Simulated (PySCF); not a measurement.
## Excited-state calculation, with input and output: Ge$_{2}$SiH$_{8}$S

The run: excited-state calculation of Ge$_{2}$SiH$_{8}$S. Method and program: TDDFT wB97X-D/def2-SVPD, vertical, gas phase, core orbitals frozen in the response (PySCF 2.14.0).

The geometry comes from this level: PBE0-D3(BJ)/def2-SVP. It belongs to a series of runs on one base structure; here: H on Ge replaced by SH.

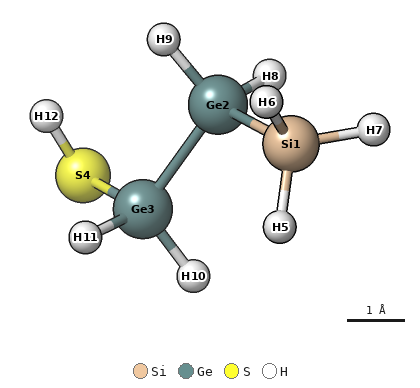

The structure (ball-and-stick view, seen at a tilt; atoms are numbered from 1 in the order of the input). Sticks mark near contacts. Bond lengths as drawn: Ge–Ge 2.42 Å, Ge–H 1.54 Å, Ge–S 2.24 Å, Ge–Si 2.39 Å, H–S 1.35 Å and H–Si 1.49 to 1.50 Å.

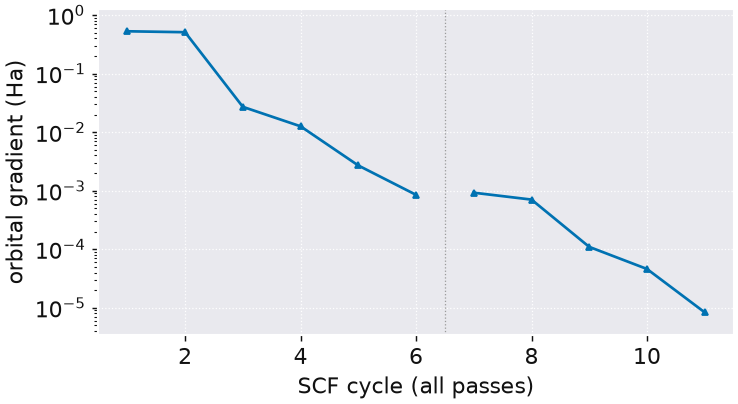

Convergence of the self-consistent field: orbital gradient against the SCF cycle. The dotted line marks the change from a coarse to the final integration grid. The first 6 cycles use a coarse grid, the final grid takes over at cycle 7, and the field converges after 11 cycles in all.

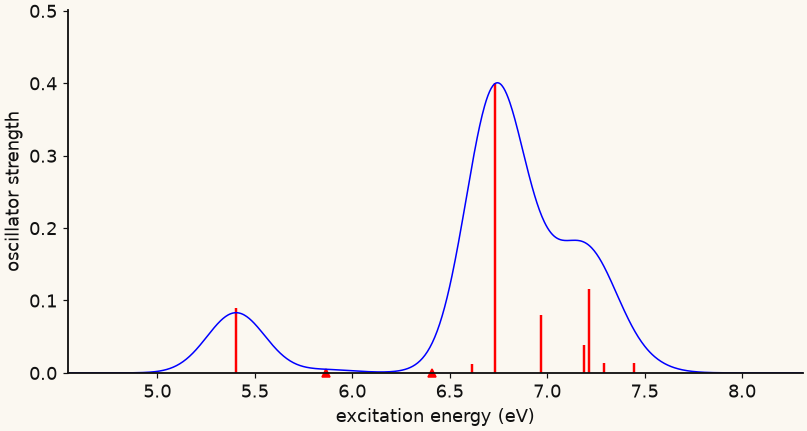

Computed excitations as sticks (degenerate states added up, dark ones marked on the axis), with a Gaussian envelope of 0.35 eV full width at half maximum, scaled to the tallest. Of the 10 states the lowest lies at 5.40 eV (f = 0.090); the strongest line is at 6.73 eV, or 184 nm (f = 0.401).

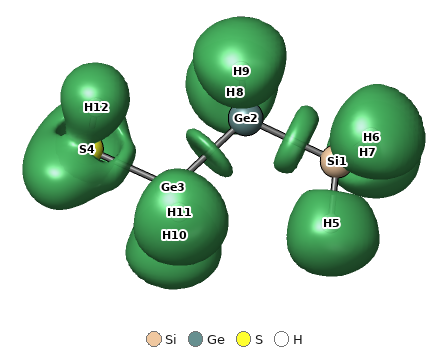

Isosurface of the electron localisation function at 0.75 (green), seen face on. Only the valence region is drawn (cores and ρ < 0.01 e/Å³ removed). Profiles from the grid: Ge–S (2.24 Å): the ELF peaks at about 0.90 in the valence shell of S, 0.9 Å from its nucleus, and is about 0.80 at the midpoint. Si–Ge (2.39 Å): the ELF peaks at about 0.95 between the atoms, which marks localised, shared-pair bonding.

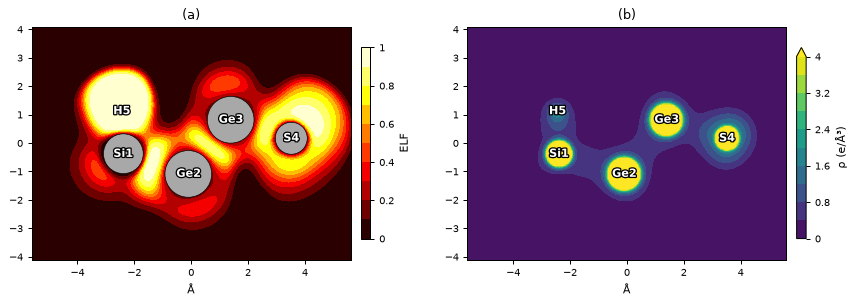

(a) electron localisation function; (b) electron density on the plane of atoms Ge2, Si1 and H5. Grey discs, where drawn, cover atomic cores. The section cuts through Si, Ge, S and H sites. Ge–Ge (2.42 Å): ρ at the midpoint is about 0.58 e/Å³; the ELF peaks at about 0.85 between the atoms, which marks a covalent bond.

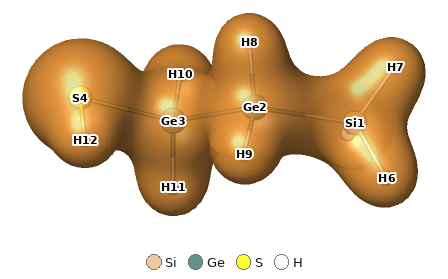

Isosurface of the total electron density at 0.2 e/Å³ (orange), seen from the side. At this value the surface is in one piece. On the grid the lowest density along these lines, outside the cores, is 0.65 e/Å³ (Ge–S, 2.24 Å), 0.6 e/Å³ (Si–Ge, 2.39 Å), 0.58 e/Å³ (Ge–Ge, 2.42 Å) and 1.4 e/Å³ (S–H, 1.35 Å).

These pictures come from the run below.

The input:
```
{"job": {"kind": "uv", "xc": "wB97X-D", "basis": "def2-SVPD", "ip": true}, "charge": 0, "multiplicity": 1}
Si     2.402672    -0.027656    -0.027523
Ge     0.185015     0.777976    -0.425990
Ge    -1.460186    -0.845110     0.297937
S     -3.523874    -0.173569    -0.248434
H      2.337772    -1.421050     0.511883
H      3.102220     0.837395     0.969852
H      3.185806    -0.044930    -1.299912
H     -0.039642     1.066458    -1.922183
H     -0.060355     2.093242     0.341718
H     -1.295680    -2.181452    -0.447477
H     -1.361043    -1.105953     1.816217
H     -3.437036     0.995240     0.423868
```

The first line tells a small driver script what to run in PySCF; the rest is the geometry in Å.

Launched with:
```bash
OMP_NUM_THREADS=1 python <driver script> task.json out
```

Output:
```
coarse grid: 47336 points
cycle   1  E = -4845.8690885534  dE = -1.398e+00  |g| = 5.279e-01  |ddm| = 3.573e+00
cycle   2  E = -4845.8860338426  dE = -1.695e-02  |g| = 5.090e-01  |ddm| = 1.035e+00
cycle   3  E = -4845.9209714790  dE = -3.494e-02  |g| = 2.705e-02  |ddm| = 4.718e-01
cycle   4  E = -4845.9212611854  dE = -2.897e-04  |g| = 1.258e-02  |ddm| = 1.008e-01
cycle   5  E = -4845.9213217066  dE = -6.052e-05  |g| = 2.696e-03  |ddm| = 3.327e-02
cycle   6  E = -4845.9213247468  dE = -3.040e-06  |g| = 8.502e-04  |ddm| = 8.587e-03
final grid: 92728 points
cycle   7  E = -4845.9207678546  dE = -2.302e-06  |g| = 9.238e-04  |ddm| = 1.381e-02
cycle   8  E = -4845.9207679989  dE = -1.444e-07  |g| = 7.049e-04  |ddm| = 2.750e-03
cycle   9  E = -4845.9207680730  dE = -7.403e-08  |g| = 1.097e-04  |ddm| = 7.643e-04
cycle  10  E = -4845.9207680773  dE = -4.331e-09  |g| = 4.604e-05  |ddm| = 2.612e-04
cycle  11  E = -4845.9207680782  dE = -8.640e-10  |g| = 8.360e-06  |ddm| = 1.035e-04
converged SCF energy = -4845.9207680782

Static polarisability (au): isotropic 122.262, principal 97.056 109.381 160.348

Singlet excitations
state   eV       nm        f      main configurations
  1   5.4041    229.4   0.09013   H->L 0.82
  2   5.8667    211.3   0.00467   H->L+1 0.72, H->L+4 0.10
  3   6.4109    193.4   0.00152   H->L+3 0.74, H-1->L+3 0.17
  4   6.6168    187.4   0.01282   H->L+2 0.48, H-1->L 0.36
  5   6.7322    184.2   0.40062   H->L+2 0.31, H-1->L 0.24, H->L+7 0.09
  6   6.9707    177.9   0.08016   H->L+6 0.35, H-1->L+1 0.16, H->L+1 0.10
  7   7.1898    172.4   0.03788   H-2->L 0.52, H->L+5 0.11, H-1->L+1 0.11
  8   7.2128    171.9   0.11514   H->L+7 0.35, H-1->L+3 0.15, H->L+6 0.10
  9   7.2933    170.0   0.01345   H->L+4 0.21, H-2->L 0.21, H->L+8 0.19
 10   7.4472    166.5   0.01371   H-1->L+1 0.30, H-1->L+2 0.18, H->L+8 0.15

Triplet excitations (Tamm-Dancoff, eV): 4.9366 5.5475 5.9299 6.0285
Vertical ionisation energy (delta-SCF) = 9.0492 eV
```

Results in brief:

| quantity | value |
| --- | --- |
| outcome | converged |
| total energy | −4845.920768 hartree |
| HOMO | −8.85 eV |
| LUMO | 0.83 eV |
| dipole moment | 1.71 D |
| mean polarisability | 122.26 a.u. |
| vertical ionisation energy | 9.05 eV |
| lowest singlet excitation | 5.40 eV |
| hardware | 1 CPU thread, shared host |
| wall time | 2.1 min |
| peak memory | 1 GiB |

Notes:

Spin–orbit coupling is left out, which matters for the heavy atoms.
